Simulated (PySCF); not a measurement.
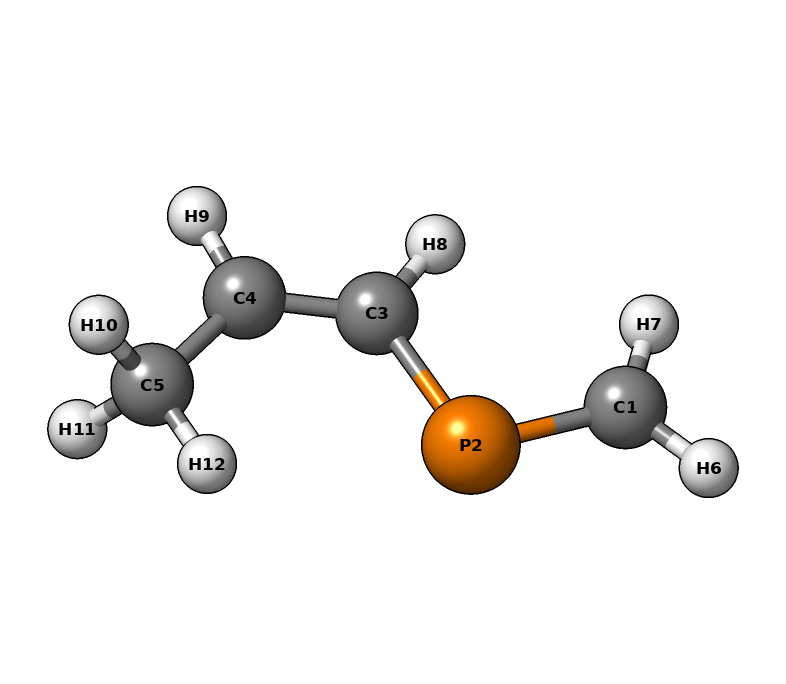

Every bond is drawn as one stick. The computed structure is the end point of a GFN2-xTB optimisation. No frequency run is at hand to confirm it as a minimum. Computed with PBE0/pcSseg-1 (PySCF 2.14.0).

List the Mayer bond orders of C1–P2, C1–H6, C1–H7, P2–C3, C3–C4, C3–H8, C4–C5, C4–H9, C5–H10, C5–H12 (one bond of each equivalent set).

```tsv
bond	Mayer order	length (Å)
C1–P2	1.83	1.667
C1–H6	0.95	1.077
C1–H7	0.94	1.078
P2–C3	0.98	1.813
C3–C4	1.87	1.331
C3–H8	0.94	1.084
C4–C5	1.07	1.488
C4–H9	0.96	1.085
C5–H10	0.95	1.090
C5–H12	0.95	1.087
```

The geometry is semi-empirical. Around P such bond lengths and angles can be off by a tenth of an ångström or more and by several degrees, and values that hang on the shape move with them.
